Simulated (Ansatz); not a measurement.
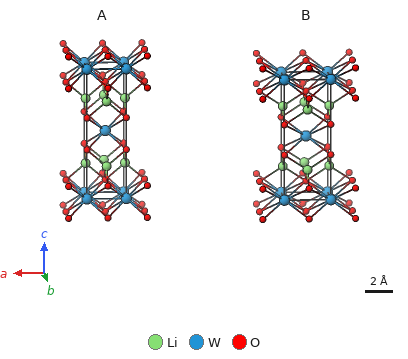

Two geometries of a crystal of Li2WO2 (built on the ThCr2Si2 type) (coarse preliminary run), drawn at one scale. One is the start of a relaxation, the other its converged end. A ball-and-stick model of the conventional cell (2 times the calculation's cell), seen from a free direction. Lengths and directions refer to the drawn axes.

The calculation used Ansatz, DFT r2SCAN, scalar-relativistic, plane waves, PAW. Set-up: plane-wave cutoff 500 eV; k-point mesh 8 × 8 × 8; occupations gaussian; smearing width 0.1 eV; collinear spin; cell and atoms relaxed; force threshold 0.04 eV/Å; at most 70 steps.

**Which one is relaxed?**

Structure A is the relaxed one. Case: ThCr2Si2 type (I4/mmm, No. 139). The largest moves relative to the cell, 0.031 Å, are those of O atoms. Li and W stay in place. Cell: a = b 3.458 → 2.934 Å (−15.2 %), c 9.072 → 9.781 Å (+7.8 %). Volume −22.4 %. Among the contacts that change: W–W 3.458 → 2.934 Å, Li–Li 2.445 → 2.074 Å, O–W 2.699 → 2.397 Å, Li–O 2.063 → 1.924 Å. Bond angles that change, for instance: O–Li–O 113.9° → 99.4°, O–Li–O 107.3° → 114.7°. The space group stays I4/mmm (No. 139). The energy falls by 549 meV per atom in 6 accepted moves (7 points after the start). Largest force component: 2 eV/Å at the start, 0.0078 eV/Å at the end. Pressure: −13.16 GPa at the start and −0.02 GPa at the end. At 1 point the geometry stayed and the basis and grid were re-selected for the new cell (energy shift of 1.1 meV per atom at most each time). The run may lie on a higher electronic state than the lowest, so the end point isn't shown to be the ground-state structure. The run took 7 min on 1 thread of Arm Neoverse V1 (shared host), peak memory 0.75 GiB.
